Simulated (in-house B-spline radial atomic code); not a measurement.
**RPA and GW calculation, with input and output: V⁸⁺**

- system: V⁸⁺, configuration [Ne] 3s2 3p3.
- method: RPA, second-order and SOSEX correlation energies and G0W0 (contour deformation) on a scalar-relativistic (spin-free one-electron X2C) mean field, all electrons, B-spline basis (in-house B-spline radial atomic code)

**Input**
```
Z = 23
electrons = 15.0
configuration = [Ne] 3s2 3p3
hamiltonian = x2c
method = hf
lmax = 9
rms_radius = 3.6002
spin_polarised = True
box_radius = 7.7
intervals = 67
```

Hardware: 1 CPU thread, shared host.

Launched within a batch (the task file carries these settings):
```bash
python <driver script> task.json out
```

The program writes its results to a structured record and prints no log; tables and figures of this report are taken from that record.

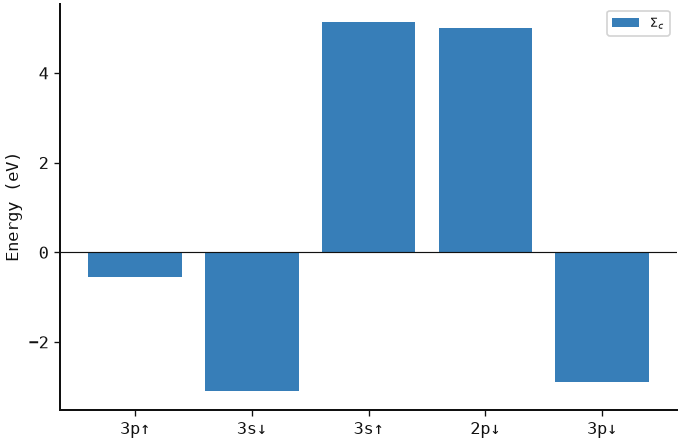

Figure 1. The G₀W₀ correction to each level (on Hartree–Fock the correlation self-energy alone) for V⁸⁺ ([Ne] 3s² 3p³). All-electron spherical atom, scalar X2C, Hartree-Fock start, no spin-orbit coupling, Breit or QED terms; computed with a B-spline radial code. The quasi-particle equation is solved at full frequency; levels of low quasi-particle weight Z are left out. Σ columns are in eV, and Σc holds an estimate for the angular momenta beyond the basis. G₀W₀ moves the highest occupied level, 3p↑, from −204.39 to −204.95 eV (renormalisation factor Z = 0.98). The empty level 3p↓ goes from −170.80 to −173.70 eV.

| Level | Mean field (eV) | Σc (eV) | Z | G₀W₀ (eV) |
| --- | --- | --- | --- | --- |
| 3p↑ | −204.39 | −0.56 | 0.98 | −204.95 |
| 3s↓ | −220.84 | −3.10 | 0.98 | −223.94 |
| 3s↑ | −240.00 | 5.13 | 0.87 | −234.88 |
| 2p↓ | −716.89 | 4.99 | 0.97 | −711.90 |
| 3p↓ | −170.80 | −2.90 | 0.98 | −173.70 |

**Results in brief**

- outcome: converged
- mean-field total energy: −925.90634 hartree
- total energy with exact exchange alone: −925.90634 hartree
- exact exchange energy: −39.99047 hartree
- RPA correlation, extrapolated in the angular momentum of the empty orbitals: −0.89628 hartree
- RPA correlation, as summed: −0.89099 hartree
- direct second-order term: −0.97536 hartree
- second-order exchange term: 0.35347 hartree
- SOSEX term: 0.33215 hartree
- wall time: 1.9 s

**Notes**

Limits: spin-orbit coupling, Breit and QED terms are absent.
